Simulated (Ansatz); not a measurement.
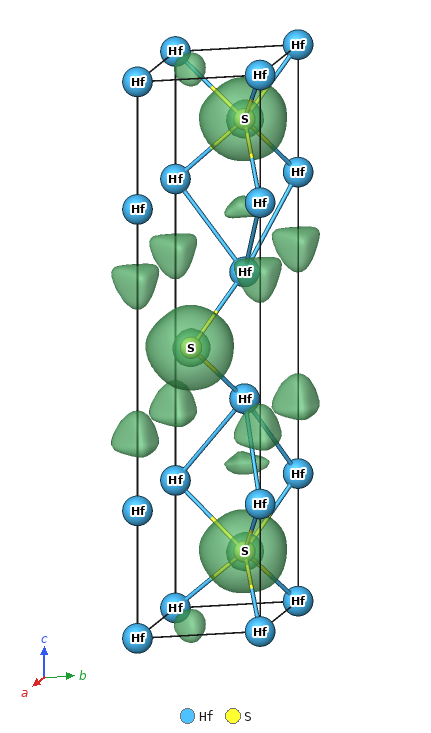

*Hf₅S₃. Isosurface of the ELF at 0.65 (green), seen slightly off an axis. Core shells and regions of very low density are left out. Sticks mark near contacts.*

Space group P-6m2; a generated structure, not necessarily the stable one; changed on purpose from its base cell (volume × 1.06, shape and atoms relaxed); computed pressure about −7 GPa in this cell.

All numbers below come from DFT PBE, scalar-relativistic, plane waves, PAW in Ansatz 0.2.0.

Question: What do the ELF domains correspond to?

Answer: The ELF exceeds this value in three regions wrapped around S (the valence shell of each) and five pockets between the atoms, centred on no nucleus (multi-centre or interstitial), counted in one cell of 8 atoms. Regions shared between cells count once.

Values along the shortest contacts:
Hf–S (2.65 Å): the ELF peaks at about 0.85 in the valence shell of S, 0.8 Å from its nucleus, and is about 0.30 at the midpoint; no localised pair shows between them. Hf–Hf (3.16 Å): the ELF is about 0.30 at the midpoint.
